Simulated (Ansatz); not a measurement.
# Co2Sn: a trial structure relaxed

The task: take a trial cell of Co2Sn to zero force and stress.

Program: Ansatz 0.2.0. Level of theory: DFT PBE, scalar-relativistic, plane waves, PAW. These are calculated values, not measurements.

## (1) The starting structure

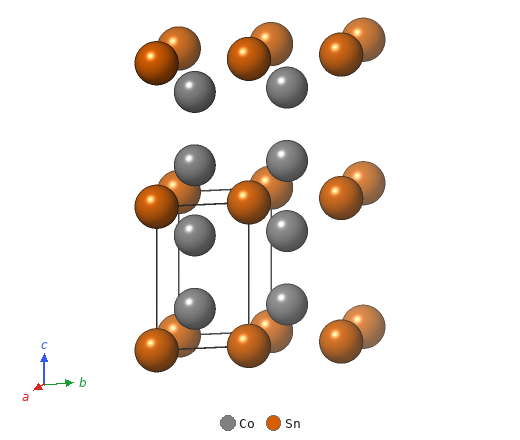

Start, viewed slightly off an axis; cobalt grey, tin orange. 1×2×2 cells are drawn. Atoms on the faces are drawn again on the opposite ones.

As a file:

```
CELL_PARAMETERS angstrom
3.34124 0.00000 0.00000
-1.67062 2.89360 0.00000
0.00000 0.00000 5.04128
ATOMIC_POSITIONS crystal
Co 0.66667 0.33333 0.75550
Co 0.66667 0.33333 0.24450
Sn 0.00000 0.00000 0.00000
```

A structure generator made this guess: random cell by space group and Wyckoff sites (P-6m2, No. 187). Its size is a rough estimate.

## (2) The guess as it stands, on a coarse mesh

File input.yaml:

```yaml
crystal:
  lattice:
    - [3.34124026, 0.0, 0.0]
    - [-1.67062013, 2.89359895, 0.0]
    - [0.0, 0.0, 5.04127722]
  atoms:
    - { symbol: Co, position: [0.66666667, 0.33333333, 0.75549973], spin: -3.0 }
    - { symbol: Co, position: [0.66666667, 0.33333333, 0.24450027], spin: -3.0 }
    - { symbol: Sn, position: [0.0, 0.0, 0.0] }
basis:
  ecutwfc: 420
kpoints:
  mp_grid: { grid: [6, 6, 4] }
hamiltonian:
  xc: pbe
scf:
  occupations: { method: gaussian, width: 0.1 }
  lower_state_search: "off"
output:
  forces: true
  stress: true
  eigenvalues: true
  populations: true
magnetization:
  spin_polarized: true
```

The run is started by

```console
$ ansatz run input.yaml --threads 4 --pin off --max-ram 8192MiB --backend cpu --events-out ev --progress --plain --runs-dir out
```

What it wrote, cut to the lines that bear on the results:

```text
[...]
SCF converged after 13 iterations
Magnetization: -1.7825 μB (23.1088 up, 24.8912 down)
Absolute magnetization: 1.9780 μB (∫|ρ↑−ρ↓|, with the PAW one-centre terms)
Spin contamination: 0.0255 ħ² per cell (⟨S²⟩ above its minimum at these occupations)
Per-site moments (μB) at R_I (Å): [(-0.9090267325870118, 0.9443081488975482), (-0.9090267325870123, 0.9443081488975482), (0.021536762215012557, 0.9443081488975482)]
Free energy (F): -16271.889047 eV
[...]
E sigma→0 (E₀):  -16271.874038 eV
Entropy (-TS):   -0.030018 eV (-10.006 meV/atom)
Fermi energy:    13.631714 eV
[...]
--- Forces (eV/Å), atoms counted from 1 ---
  atom   1  Co    -0.00000000    -0.00000000    -5.16719343
  atom   2  Co    -0.00000000     0.00000000     5.16719343
  atom   3  Sn     0.00000000    -0.00000000    -0.00000000
[...]
--- Stress (GPa, compression-positive) ---
       38.321321       0.000000       0.000000
        0.000000      38.321321       0.000000
        0.000000       0.000000      26.383978
  P = ⅓ Tr σ = 34.3422 GPa (343.422 kbar)
--- Band table (eV; the first three rows and the last of 42) ---
[...]
--- Löwdin populations: 3 sites ---
  site symbol       q [e]    m [muB]
     0     Co     16.7115    -0.9379
     1     Co     16.7115    -0.9379
     2     Sn     14.2071     0.0664
  spilling = 0.007704 (of n_electrons = 48.000000)
```

Wall time 2.2 s (4 threads of Arm Neoverse V2, shared host); peak memory 0.35 GiB.

Per atom:

| atom | moment in the atom's sphere (μB) | Löwdin electrons |
| --- | --- | --- |
| Co1 | -0.91 | 16.71 |
| Co2 | -0.91 | 16.71 |
| Sn3 | 0.02 | 14.21 |

The Löwdin counts miss 0.37 of the 48 electrons, which the atomic orbitals do not span, so they are no charges.

The probe gives pressure 34.3 GPa, largest force 5.17 eV/Å, gap on this mesh none (metal). A guess like this is first relaxed loosely on the coarse mesh.

## (3) Coarse relaxation

input.yaml: that of step 2 with these lines changed.

```diff
@@ -25 +25,6 @@
   spin_polarized: true
+relax:
+  adjacent_minimum: "off"
+  f_tol: 0.04
+  max_steps: 70
+  cell: { stress_tol: 0.4 }
```

The run is started by

```console
$ ansatz run input.yaml --threads 4 --pin off --max-ram 8192MiB --backend cpu --events-out ev --progress --plain --runs-dir out
```

What it wrote:

```text
Warning: RAYON_NUM_THREADS=4 ignored (pool sized by the plan → 4); use --threads N
Engine: ansatz 0.2.0, aarch64-unknown-linux-gnu
Pseudopotentials: kind: paw
Pseudopotential: Co, paw, valence charge 17, recommended cutoff 420 eV (normal), Co.paw.azcp
Pseudopotential: Sn, paw, valence charge 14, recommended cutoff 420 eV (normal), Sn.paw.azcp
Functional definition: PBE
  parameter kappa = 0.804
  parameter beta = 0.06672455060314922
  exchange = pbe_x(kappa = kappa, mu = beta*pi^2/3)
  correlation = pbe_c(beta = beta)
Crystal: 3 atoms, lattice volume = 48.740 Å³
Basis set: ecut = 420 eV, 953 PW (Γ), exchange–correlation on 48×48×72 points (8 copies of the dense FFT grid, shifted against one another)
Bands: 33, of which v1, the nominal top of the filled ones, is band 24 counted from 1 (23 counted from 0)
Symmetry: 12 space group operations
Space group: P-6m2 (ITA 187), of the structure as read, at distance tolerance 3.7e-5 Å
Magnetic group: BNS 187.209 (UNI 1439), of the structure as read, at distance tolerance 3.7e-5 Å
k-points: 21 of 144 (time reversal used)
Non-local potential: Co, projectors of the file, l = 0: 3, l = 1: 2, l = 2: 3, l = 3: 1
Non-local potential: Sn, projectors of the file, l = 0: 2, l = 1: 2, l = 2: 2, l = 3: 2
PAW form: soft (Blöchl's): semilocal exchange-correlation on the pseudo side does not see the compensation charge
PAW one-centre angular grid: Co, 590 points (default); XC on 64 Gauss nodes
PAW one-centre angular grid: Sn, 590 points (default); XC on 64 Gauss nodes
Initial density: superposition of atomic densities (chi_scale 0.1, normalization cell)
Starting moments: Σ|m| = 6 μB on 2 of 3 sites
Initial wavefunctions: pseudopotential atomic-orbital guess
Functional: x = pbe(κ = 0.804, μ = 0.2195149727645171), c = pbe(β = 0.06672455060314922)
SCF iter   1: F=—  HF=-16272.222736 eV  |F-HF|=—  |Δ(HF+E_count)|=         —  Δρ=2.25e-1 (↑2.25e-1 ↓8.64e-2)  dr2=1.02e1  dr2_m=1.04e1  M=-2.119 μB ∫|m|=2.612 μB  β_m=0.30  ethr=3.10e-3  ⟨swp⟩=6.5  Hψ=5983  notcnv=0  defer=6
preconditioner: auto → Kerker (q_TF=auto, 2.721 Å⁻¹)  [metal: Δε(μ)=0.009 eV  Ē_g=15.165 eV  σ=0.100 eV  W_gap=0.05  n_scr=22 (ndim 8)  ℏωp=30.1 eV  f_vac=0.000  D(μ)=6.08/eV (n_scr^D=96)]
spin=Collinear: Kerker preconditioning applied to the charge; magnetization (m = ρ↑ − ρ↓) channel mixes plain (no charge-response kernel on spin).
SCF iter   2: F=—  HF=-16271.188724 eV  |F-HF|=—  |Δ(HF+E_count)|=    1.03e0  Δρ=1.37e-1 (↑1.04e-1 ↓1.37e-1)  dr2=1.38e0  dr2_m=6.29e0  M=-2.853 μB ∫|m|=3.376 μB  β_m=0.30  ethr=3.10e-3  ⟨swp⟩=3.5  Hψ=2890  notcnv=0  defer=111
Mixer restart at iter 2: flushing history
spin-set hold released at iteration 2 (the charge has settled, or the pull on large starting moments outlasts its swing): the magnetisation degrees of freedom join the quasi-Newton model from the next iteration; the mixer history was flushed
SCF iter   3: F=—  HF=-16271.432169 eV  |F-HF|=—  |Δ(HF+E_count)|=   2.43e-1  Δρ=1.12e-1 (↑1.12e-1 ↓9.50e-2)  dr2=1.20e0  dr2_m=4.70e0  M=-2.487 μB ∫|m|=2.973 μB  β_m=0.65  ethr=2.88e-3  ⟨swp⟩=2.0  Hψ=1949  notcnv=0  defer=104
SCF iter   4: F=—  HF=-16272.468311 eV  |F-HF|=—  |Δ(HF+E_count)|=    1.04e0  Δρ=9.32e-2 (↑3.91e-2 ↓9.32e-2)  dr2=4.54e0  dr2_m=3.67e-1  M=-2.202 μB ∫|m|=2.618 μB  β_m=0.62  ethr=2.49e-3  ⟨swp⟩=3.5  Hψ=2795  notcnv=0  defer=104
SCF iter   5: F=—  HF=-16271.885282 eV  |F-HF|=—  |Δ(HF+E_count)|=   5.83e-1  Δρ=2.00e-2 (↑2.00e-2 ↓7.63e-3)  dr2=1.72e-1  dr2_m=3.62e-2  M=-1.701 μB ∫|m|=1.950 μB  β_m=0.81  ethr=2.49e-3  ⟨swp⟩=2.5  Hψ=2625  notcnv=0  defer=99
SCF iter   6: F=—  HF=-16271.892564 eV  |F-HF|=—  |Δ(HF+E_count)|=   7.28e-3  Δρ=6.18e-3 (↑6.18e-3 ↓4.95e-3)  dr2=2.99e-2  dr2_m=1.79e-3  M=-1.786 μB ∫|m|=2.008 μB  β_m=0.77  ethr=3.58e-4  ⟨swp⟩=2.0  Hψ=1661  notcnv=0  defer=98
SCF iter   7: F=—  HF=-16271.888897 eV  |F-HF|=—  |Δ(HF+E_count)|=   3.67e-3  Δρ=1.34e-3 (↑1.21e-3 ↓1.34e-3)  dr2=3.90e-3  dr2_m=2.36e-4  M=-1.779 μB ∫|m|=1.984 μB  β_m=0.86  ethr=6.23e-5  ⟨swp⟩=1.8  Hψ=1555  notcnv=0  defer=98
SCF iter   8: F=—  HF=-16271.889205 eV  |F-HF|=—  |Δ(HF+E_count)|=   3.08e-4  Δρ=1.69e-3 (↑1.69e-3 ↓1.09e-3)  dr2=2.85e-3  dr2_m=6.82e-5  M=-1.779 μB ∫|m|=1.970 μB  β_m=0.93  ethr=8.12e-6  ⟨swp⟩=2.3  Hψ=1891  notcnv=0  defer=98
SCF iter   9: F=—  HF=-16271.889014 eV  |F-HF|=—  |Δ(HF+E_count)|=   1.91e-4  Δρ=2.79e-4 (↑2.79e-4 ↓1.48e-4)  dr2=5.32e-5  dr2_m=5.02e-6  M=-1.782 μB ∫|m|=1.974 μB  β_m=0.96  ethr=5.94e-6  ⟨swp⟩=2.0  Hψ=1533  notcnv=0  defer=98
SCF iter  10: F=—  HF=-16271.889052 eV  |F-HF|=—  |Δ(HF+E_count)|=   3.80e-5  Δρ=3.71e-4 (↑3.71e-4 ↓1.71e-4)  dr2=9.11e-5  dr2_m=5.22e-6  M=-1.782 μB ∫|m|=1.975 μB  β_m=0.96  ethr=1.11e-7  ⟨swp⟩=2.1  Hψ=1805  notcnv=0  defer=98
SCF iter  11: F=—  HF=-16271.889047 eV  |F-HF|=—  |Δ(HF+E_count)|=   5.26e-6  Δρ=5.99e-5 (↑4.00e-5 ↓5.99e-5)  dr2=1.97e-6  dr2_m=3.16e-7  M=-1.782 μB ∫|m|=1.976 μB  β_m=0.98  ethr=1.11e-7  ⟨swp⟩=2.0  Hψ=1650  notcnv=0  defer=98
SCF iter  12: F=—  HF=-16271.889047 eV  |F-HF|=—  |Δ(HF+E_count)|=   3.75e-7  Δρ=2.36e-5 (↑2.36e-5 ↓5.68e-6)  dr2=1.14e-7  dr2_m=5.31e-8  M=-1.782 μB ∫|m|=1.976 μB  β_m=0.99  ethr=4.10e-9  ⟨swp⟩=1.8  Hψ=1471  notcnv=0  defer=98
SCF iter  13: F=-16271.889047 eV  HF=-16271.889047 eV  |F-HF|=4.04e-8  |Δ(HF+E_count)|=   1.45e-7  Δρ=9.12e-6 (↑9.12e-6 ↓6.70e-6)  dr2=5.80e-8  dr2_m=5.81e-9  M=-1.782 μB ∫|m|=1.976 μB  ethr=2.08e-10  ⟨swp⟩=10.2  Hψ=6076  notcnv=0
SCF 1 converged in 13 iterations: F = -16271.889047 eV  dr2 = 5.80e-8
relax step   1: F+E_penalty+E_count = -16271.88904726 eV  Δ(F+E_penalty+E_count) = +0.000e0 eV  max|allowed force component| = 5.167e0 eV/Å  Δτ_max = 0.0000 Å  P = +34.342 GPa  Ω = 48.740 Å³  (13 SCF iters, dr2 threshold 1.00e-7 eV, accepted)
[... from here on, the SCF cycles and remarks between the steps are left out ...]
relax step   2: F+E_penalty+E_count = -16273.25931321 eV  Δ(F+E_penalty+E_count) = -1.370e0 eV  max|allowed force component| = 2.387e0 eV/Å  Δτ_max = 0.0884 Å  P = +9.607 GPa  Ω = 53.624 Å³  energy of the carried Pulay correction = -5.504e-3 eV  (12 SCF iters, dr2 threshold 3.00e-7 eV, accepted)
relax step   3: F+E_penalty+E_count = -16273.53041983 eV  Δ(F+E_penalty+E_count) = -2.711e-1 eV  max|allowed force component| = 9.198e-1 eV/Å  Δτ_max = 0.1540 Å  P = +7.609 GPa  Ω = 52.709 Å³  energy of the carried Pulay correction = -4.513e-3 eV  (10 SCF iters, dr2 threshold 3.00e-7 eV, accepted)
relax step   4: F+E_penalty+E_count = -16273.68193881 eV  Δ(F+E_penalty+E_count) = -1.515e-1 eV  max|allowed force component| = 6.403e-1 eV/Å  Δτ_max = 0.0340 Å  P = +1.375 GPa  Ω = 54.828 Å³  energy of the carried Pulay correction = -6.782e-3 eV  (10 SCF iters, dr2 threshold 3.00e-7 eV, accepted)
relax step   5: F+E_penalty+E_count = -16273.81089824 eV  Δ(F+E_penalty+E_count) = -1.290e-1 eV  max|allowed force component| = 3.419e-1 eV/Å  Δτ_max = 0.0524 Å  P = -1.438 GPa  Ω = 54.590 Å³  energy of the carried Pulay correction = -6.532e-3 eV  (11 SCF iters, dr2 threshold 3.00e-7 eV, accepted)
relax step   6: F+E_penalty+E_count = -16273.97611190 eV  Δ(F+E_penalty+E_count) = -1.652e-1 eV  max|allowed force component| = 6.033e-3 eV/Å  Δτ_max = 0.0482 Å  P = -3.047 GPa  Ω = 53.344 Å³  energy of the carried Pulay correction = -5.203e-3 eV  (11 SCF iters, dr2 threshold 3.00e-7 eV, accepted)
relax step   7: F+E_penalty+E_count = -16274.13626139 eV  Δ(F+E_penalty+E_count) = -1.601e-1 eV  max|allowed force component| = 1.350e-1 eV/Å  Δτ_max = 0.0433 Å  P = -2.955 GPa  Ω = 50.658 Å³  energy of the carried Pulay correction = -2.226e-3 eV  (11 SCF iters, dr2 threshold 3.00e-7 eV, accepted)
relax step   8: F+E_penalty+E_count = -16274.20138136 eV  Δ(F+E_penalty+E_count) = -6.512e-2 eV  max|allowed force component| = 1.362e-1 eV/Å  Δτ_max = 0.0350 Å  P = -1.091 GPa  Ω = 47.280 Å³  energy of the carried Pulay correction = +1.754e-3 eV  (11 SCF iters, dr2 threshold 3.00e-7 eV, accepted)
relax step   9: F+E_penalty+E_count = -16274.20578924 eV  Δ(F+E_penalty+E_count) = -4.408e-3 eV  max|allowed force component| = 5.291e-2 eV/Å  Δτ_max = 0.0172 Å  P = +2.729 GPa  Ω = 46.997 Å³  energy of the carried Pulay correction = +2.100e-3 eV  (8 SCF iters, dr2 threshold 3.00e-7 eV, accepted)
relax step  10: F+E_penalty+E_count = -16274.20795780 eV  Δ(F+E_penalty+E_count) = -2.169e-3 eV  max|allowed force component| = 1.662e-1 eV/Å  Δτ_max = 0.0061 Å  P = -1.190 GPa  Ω = 48.277 Å³  energy of the carried Pulay correction = +5.513e-4 eV  (9 SCF iters, dr2 threshold 3.00e-7 eV, accepted)
relax step  11: F+E_penalty+E_count = -16274.21310301 eV  Δ(F+E_penalty+E_count) = -5.145e-3 eV  max|allowed force component| = 6.773e-4 eV/Å  Δτ_max = 0.0026 Å  P = -0.031 GPa  Ω = 47.619 Å³  energy of the carried Pulay correction = +1.342e-3 eV  (7 SCF iters, dr2 threshold 3.00e-7 eV, accepted)
relax step  12: F+E_penalty+E_count = -16274.31319148 eV  Δ(F+E_penalty+E_count) = -1.001e-1 eV  max|allowed force component| = 2.121e-2 eV/Å  Δτ_max = 0.0000 Å  P = +2.960 GPa  Ω = 47.619 Å³  stress off target by 8.31e0 GPa  SCF on the basis re-selected at this cell (its energy is not comparable with the rows above)  (9 SCF iters)
relax step  13: F+E_penalty+E_count = -16274.35041219 eV  Δ(F+E_penalty+E_count) = -3.722e-2 eV  max|allowed force component| = 3.484e-2 eV/Å  Δτ_max = 0.0085 Å  P = +1.101 GPa  Ω = 47.858 Å³  energy of the carried Pulay correction = -2.397e-4 eV  (9 SCF iters, dr2 threshold 3.00e-7 eV, accepted)
relax step  14: F+E_penalty+E_count = -16274.36088355 eV  Δ(F+E_penalty+E_count) = -1.047e-2 eV  max|allowed force component| = 2.735e-2 eV/Å  Δτ_max = 0.0090 Å  P = +0.244 GPa  Ω = 47.964 Å³  energy of the carried Pulay correction = -3.639e-4 eV  (9 SCF iters, dr2 threshold 3.00e-7 eV, accepted)
relax step  15: F+E_penalty+E_count = -16274.36198327 eV  Δ(F+E_penalty+E_count) = -1.100e-3 eV  max|allowed force component| = 2.402e-3 eV/Å  Δτ_max = 0.0060 Å  P = +0.094 GPa  Ω = 47.990 Å³  energy of the carried Pulay correction = -4.015e-4 eV  (11 SCF iters, dr2 threshold 3.00e-7 eV, accepted)
relax step  16: F+E_penalty+E_count = -16274.36286098 eV  Δ(F+E_penalty+E_count) = -8.777e-4 eV  max|allowed force component| = 1.375e-3 eV/Å  Δτ_max = 0.0000 Å  P = +0.127 GPa  Ω = 47.990 Å³  stress off target by 3.89e-1 GPa  SCF on the basis re-selected at this cell (its energy is not comparable with the rows above)  (7 SCF iters)
basis re-selected at this cell: Δ(F+E_penalty+E_count) = -8.777e-4 eV, ΔP = +0.033 GPa vs the last step (what re-selecting the basis moved, of the pressure what is left beyond the Pulay correction that the steps carried, after the strain that the cell walked since its last selection, with what the two solves' SCF thresholds leave and, on support functions, any second-order correction that the steps lacked; it is no measure of the basis error at this ecutwfc). The dense FFT grid was sized anew with the basis: this SCF ran on 20×20×45 points, the steps before it on 24×24×45, so part of this shift can come from that change (see relax.cell in the input reference). This SCF's stress stands 3.89e-1 GPa from its target on what of the cell is left free (relax.cell.stress_tol is 4.00e-1 GPa) and its largest allowed force component is 1.38e-3 eV/Å (relax.f_tol is 4.00e-2 eV/Å): within both
SCF converged after 7 iterations
Magnetization: -2.7138 μB (22.6431 up, 25.3569 down)
Absolute magnetization: 3.1605 μB (∫|ρ↑−ρ↓|, with the PAW one-centre terms)
Spin contamination: 0.0732 ħ² per cell (⟨S²⟩ above its minimum at these occupations)
Per-site moments (μB) at R_I (Å): [(-1.4320105558056446, 0.9145279794867244), (-1.4320105558056437, 0.9145279794867244), (0.03759406746780925, 1.0956873680110248)]
Free energy (F): -16274.362861 eV
Harris-Foulkes:  -16274.362861 eV  (|F-HF|=1.82e-12)
Internal energy: -16274.338895 eV  (E = F + TS)
E sigma→0 (E₀):  -16274.350878 eV
Entropy (-TS):   -0.023966 eV (-7.989 meV/atom)
Fermi energy:    14.669977 eV
--- Per-component energies (eV) ---
  E_band       = -650.442308
  E_kinetic    = 1091.608186
  E_local      = -7403.527645  (includes V_loc(G=0)·N_el)
  E_nonlocal   = 890.800976
  E_hartree    = 3311.479436
  E_xc         = -696.927546
  E_vxc        = -501.776716  (∫ρ·V_xc dr)
  E_paw        = -7177.404383  (= ΣΔE_a)
  E_vpaw       = -1350.506523  (= ΣTr[D̂ρ^β])
  E_aug_tail   = 0.000165  (compensation charges beyond the density's cutoff)
  E_ewald      = -6290.368082
  E_smearing   = -0.023966  (= −TS)
  E_closure    = 0.000000  (closes the sum)
  Σ components = -16274.362861   (vs F -16274.362861, Δ=0.00e0)
--- Forces (eV/Å), atoms counted from 1 ---
  atom   1  Co     0.00000000     0.00000000     0.00137508
  atom   2  Co     0.00000000     0.00000000    -0.00137508
  atom   3  Sn    -0.00000000    -0.00000000    -0.00000000
  max |Σ_I F_I| component: 2.78e-16 eV/Å
--- Stress (GPa, compression-positive) ---
       -0.004394       0.000000      -0.000000
        0.000000      -0.004394      -0.000000
       -0.000000      -0.000000       0.388522
  P = ⅓ Tr σ = 0.1266 GPa (1.266 kbar)
--- Band table (eV; the first three rows and the last of 42) ---
  k-point 0 ↑: bands = ["-79.2998", "-79.2603", "-42.8938", "-42.6158", "-42.5419", "-42.5419", "-42.5134", "-42.5134", "-7.2649", "-7.2649", "-7.2027", "-6.9065", "-6.9065", "2.3134", "8.6667", "10.1090", "12.6859", "13.7478", "13.7478", "13.7589", "13.9500", "13.9500", "14.2292", "14.2292", "14.8918", "14.8918", "22.3620", "23.2374", "25.0727", "25.0727", "26.2446", "28.3149", "28.3149"]
[... 3 lines left out ...]
--- Relaxed structure (14 steps of the walk, 14 accepted, 2 SCFs on fresh bases) ---
  F+E_penalty+E_count = -16274.36286098 eV   max|allowed force component| = 1.375e-3 eV/Å   (the final SCF, on the basis selected at the relaxed cell)
  cell:  # Å, volume = 47.9898 Å³
    - [2.97242984195, 1.503273590030897e-32, 4.022431285824861e-33]
    - [-1.486214920975, 2.5741997540956643, 7.15943368574913e-18]
    - [6.069061071891059e-33, 1.2473286934713015e-17, 6.2718362031198325]
  atoms:
    - { symbol: Co, position: [0.6666666666666669, 0.3333333333333334, 0.6767454900149967] }
    - { symbol: Co, position: [0.6666666666666669, 0.3333333333333334, 0.32325450998500327] }
    - { symbol: Sn, position: [3.289549685743081e-17, 3.700743442989877e-17, -5.735066069813616e-20] }
--- Löwdin populations: 3 sites ---
  site symbol       q [e]    m [muB]
     0     Co     16.6553    -1.4410
     1     Co     16.6553    -1.4410
     2     Sn     14.2799     0.0902
  spilling = 0.008530 (of n_electrons = 48.000000)
```

Wall time 33 s (4 threads of Arm Neoverse V2, shared host); peak memory 0.38 GiB.

Relaxation path:

| step | energy from step 1 (eV/cell) | largest force component (eV/Å) | pressure (GPa) | volume (Å³) |
| --- | --- | --- | --- | --- |
| 1 | 0.0000 | 5.1672 | 34.34 | 48.74 |
| 2 | -1.3703 | 2.3867 | 9.61 | 53.62 |
| 3 | -1.6414 | 0.9198 | 7.61 | 52.71 |
| 4 | -1.7929 | 0.6403 | 1.37 | 54.83 |
| 5 | -1.9219 | 0.3419 | -1.44 | 54.59 |
| 6 | -2.0871 | 0.0060 | -3.05 | 53.34 |
| 7 | -2.2472 | 0.1350 | -2.96 | 50.66 |
| 8 | -2.3123 | 0.1362 | -1.09 | 47.28 |
| 9 | -2.3167 | 0.0529 | 2.73 | 47.00 |
| 10 | -2.3189 | 0.1662 | -1.19 | 48.28 |
| 11 | -2.3241 | 0.0007 | -0.03 | 47.62 |
| 12 | -2.4241 | 0.0212 | 2.96 | 47.62 |
| 13 | -2.4614 | 0.0348 | 1.10 | 47.86 |
| 14 | -2.4718 | 0.0274 | 0.24 | 47.96 |
| 15 | -2.4729 | 0.0024 | 0.09 | 47.99 |
| 16 | -2.4738 | 0.0014 | 0.13 | 47.99 |

Step 1 is the start. Steps 12, 16 each repeat the geometry before them on a plane-wave basis chosen anew, so the energy can jump there without any move.

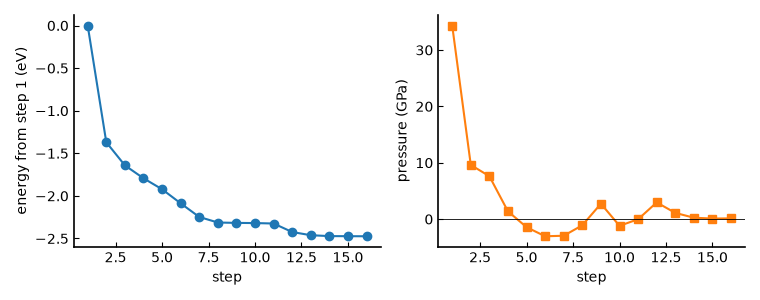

Energy and pressure along the relaxation.

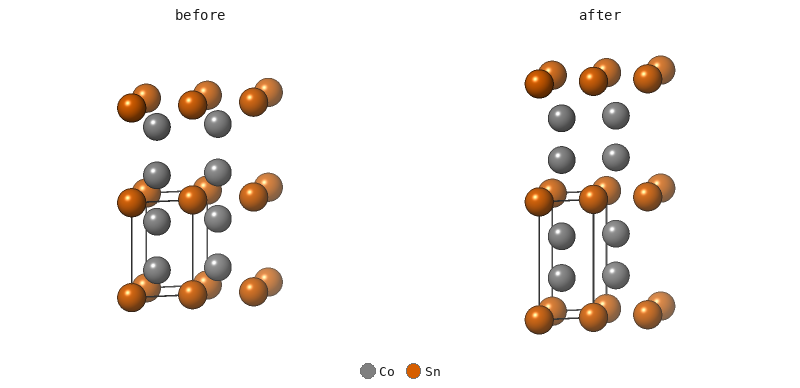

Before and after, at one scale.

|  | before | after | change |
| --- | --- | --- | --- |
| a (Å) | 3.341 | 2.972 | -11.0 % |
| b (Å) | 3.341 | 2.972 | -11.0 % |
| c (Å) | 5.041 | 6.272 | +24.4 % |
| volume (Å³/atom) | 16.25 | 16.00 | -1.5 % |
| shortest distance (Å) | 2.289 | 2.217 | -3.2 % |
| space group (0.01 Å) | P-6m2 | P-6m2 | same |

The run keeps the 12 symmetry operations of the start, so it could not have lowered the symmetry.

By site:

| atom | moment in the atom's sphere (μB) | Löwdin electrons |
| --- | --- | --- |
| Co1 | -1.43 | 16.66 |
| Co2 | -1.43 | 16.66 |
| Sn3 | 0.04 | 14.28 |

The Löwdin counts miss 0.41 of the 48 electrons, which the atomic orbitals do not span, so they are no charges.

(Part 1 of 2 ends here.)
